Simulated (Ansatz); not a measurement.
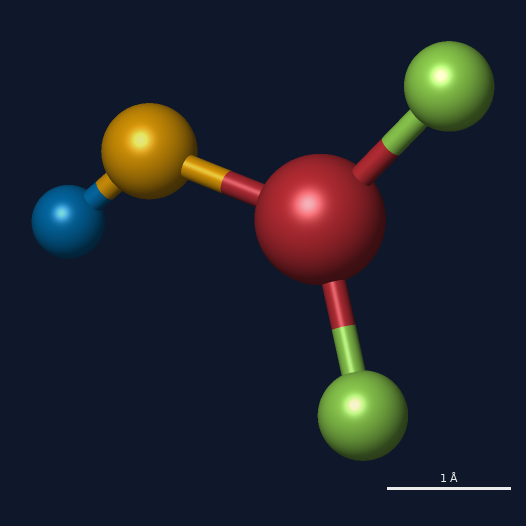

Rendered structure (ball-and-stick style). Every bond is drawn as one stick, whatever its order. Colours: aluminium red, oxygen orange, fluorine green, hydrogen blue.

**Give the formula.**

AlF2HO, 5 atoms: 1 aluminium, 2 fluorine, 1 hydrogen and 1 oxygen.

**Which point group does it belong to?**

Cs.

More results for the same structure follow; atom numbers are the same in all pictures, views and colours differ. The computed structure is the end point of a PBE0-D4/def2-TZVP optimisation.

### Dipole moment

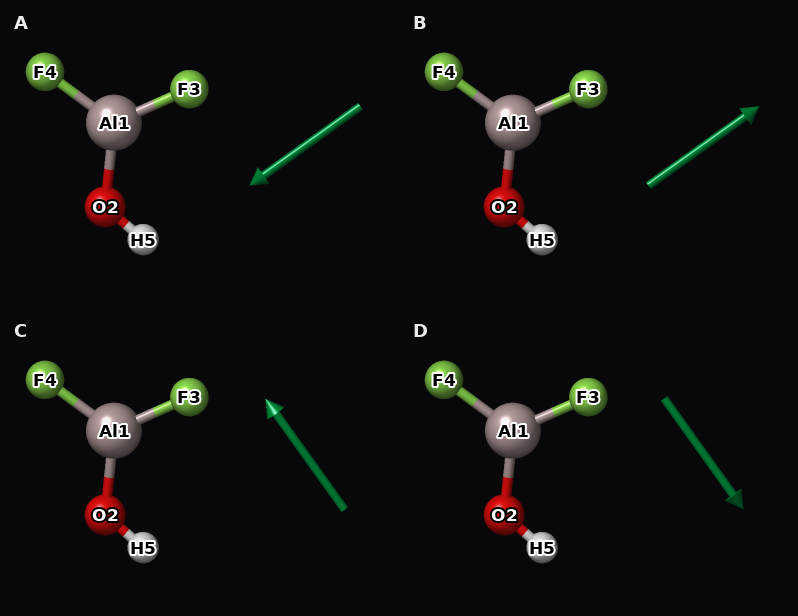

The same molecule four times, each with an arrow. Method: RKS PBE0-D4/def2-TZVP (Ansatz 0.2.0).

**Which arrow points along the dipole moment, from the negative to the positive end?**

D. The dipole moment is 1.99 D; it points from the side of F4 to the side of H5 (the outermost atoms at the two ends).

### Electronic properties

Level of theory: RKS PBE0-D4/def2-TZVPP (Ansatz 0.2.0).

Computed properties:

- HOMO energy (Kohn–Sham orbital): −9.95 eV
- LUMO energy (Kohn–Sham orbital): −1.09 eV
- HOMO–LUMO gap: 8.86 eV

### Thermal motion

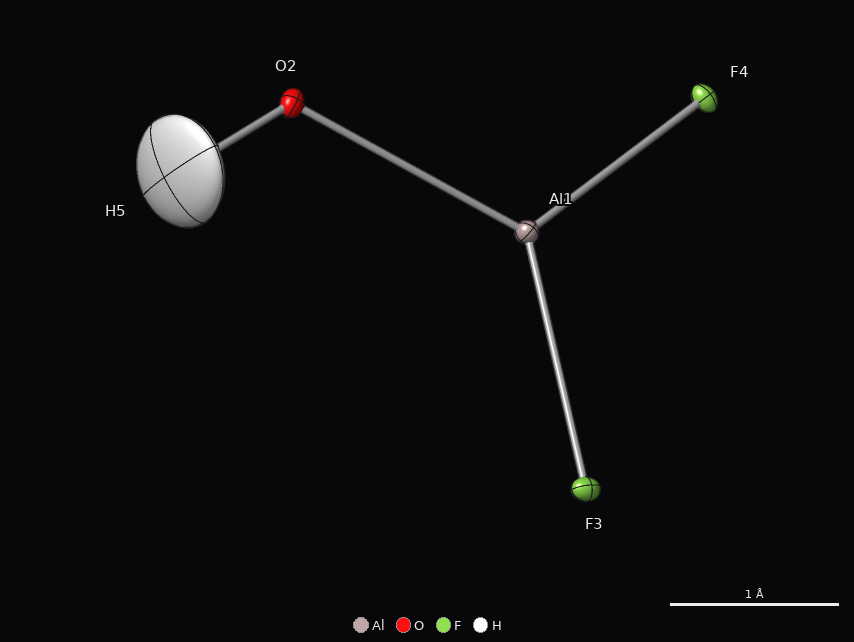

Displacement ellipsoids at the 50 % level, from the internal vibrations of the free molecule (harmonic, no overall translation or rotation; no half-axis is drawn under 0.075 Å). Vibrations computed with RKS PBE0-D4/def2-TZVP (Ansatz 0.2.0). Temperature: 400 K.

**Which atom has the largest mean-square displacement?**

H5, with U_eq = 0.0448 Å².

**Does H5 move more along its bond or across it?**

Across it: the root-mean-square amplitude is 0.088 Å along the bond and up to 0.280 Å across, since bending and torsion are softer than stretching.

List U_eq and the three principal root-mean-square amplitudes for each kind of atom.

| atom | U_eq (Å²) | rms amplitudes (Å) |
| --- | --- | --- |
| Al1 | 0.0019 | 0.036, 0.037, 0.054 |
| O2 | 0.0025 | 0.035, 0.046, 0.065 |
| F3 | 0.0022 | 0.026, 0.044, 0.063 |
| F4 | 0.0022 | 0.027, 0.044, 0.062 |
| H5 | 0.0448 | 0.082, 0.222, 0.280 |
